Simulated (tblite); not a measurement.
Run report: C5HF3N2O, frequency calculation

- system: C5HF3N2O
- method: GFN2-xTB harmonic vibrations, gas phase (tblite 0.8.0)

It belongs to a series of runs on one base structure; here: CH3 replaced by ethynyl.

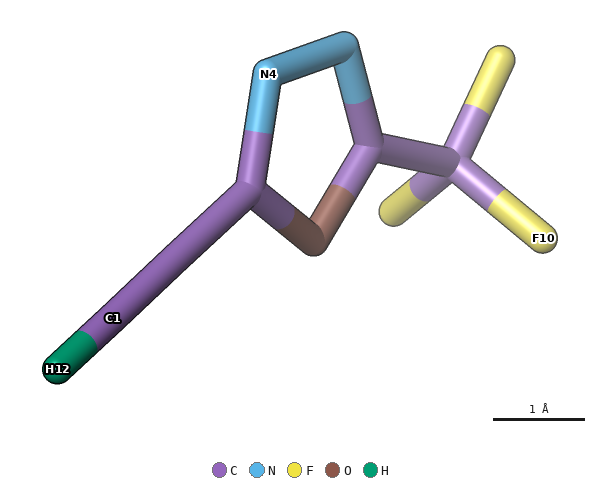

The input geometry (stick view, seen at a tilt; atoms are numbered from 1 in the order of the input).

### Key numbers

| quantity | value |
| --- | --- |
| outcome | converged |
| total energy | −958.7087 eV |
| zero-point energy | 36.0180 kcal/mol |
| hardware | 1 CPU thread, shared host |
| peak memory | 0.18 GiB |

### The input
```
{"job": {"kind": "ir", "xc": "GFN2-xTB", "basis": "xTB"}, "charge": 0, "multiplicity": 1}
C      3.571897     0.519609    -0.025293
C      2.434154     0.162395     0.113084
C      1.099766    -0.243169     0.265003
N      0.660439    -1.276301     0.926926
N     -0.666080    -1.285706     0.809483
C     -0.987611    -0.263356     0.085309
C     -2.357891     0.165598    -0.333040
F     -3.295387    -0.649739     0.134124
F     -2.473942     0.196084    -1.667347
F     -2.637529     1.399868     0.106430
O      0.082841     0.450590    -0.300534
H      4.570540     0.823443    -0.140171
```

The first line tells a small driver script what to run in tblite; the rest is the geometry in Å.

Run as:
```bash
OMP_NUM_THREADS=1 python <driver script> task.json out
```

### What the program printed
```
mode    cm-1     km/mol
  1      16.3      2.37
  2      92.3      0.69
  3      93.7      3.12
  4     163.2      1.79
  5     169.7      3.60
  6     325.2      6.93
  7     339.2      0.13
  8     368.2      2.91
  9     422.4      3.85
 10     459.7      8.62
 11     505.5      9.38
 12     531.4      3.00
 13     613.6      6.86
 14     641.2      7.50
 15     681.3     18.42
 16     702.9     23.75
 17     720.3      0.08
 18     737.5     35.82
 19     976.1     11.02
 20     999.3    113.68
 21    1055.2    319.63
 22    1084.5    139.28
 23    1116.0    276.10
 24    1162.8      0.48
 25    1228.8     43.30
 26    1300.3    209.17
 27    1502.3     30.21
 28    1541.0     36.62
 29    2257.7     31.57
 30    3387.4     43.33
```

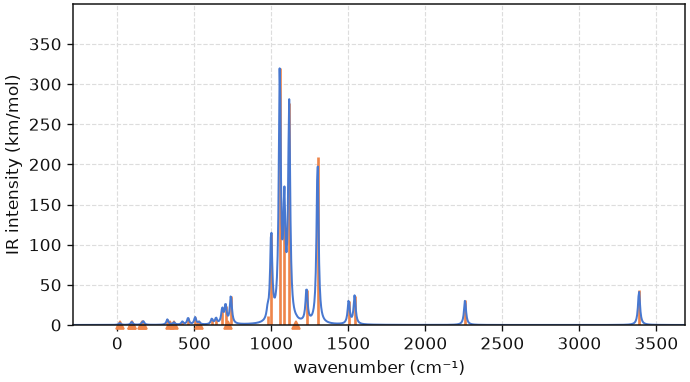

Harmonic infrared spectrum, unscaled: sticks (degenerate modes added up, dark ones marked on the axis) with a Lorentzian envelope of 16 cm⁻¹ full width, scaled to the tallest stick. 30 modes from 16 to 3387 cm⁻¹, none imaginary. The strongest line is at 1055 cm⁻¹ (320 km/mol).
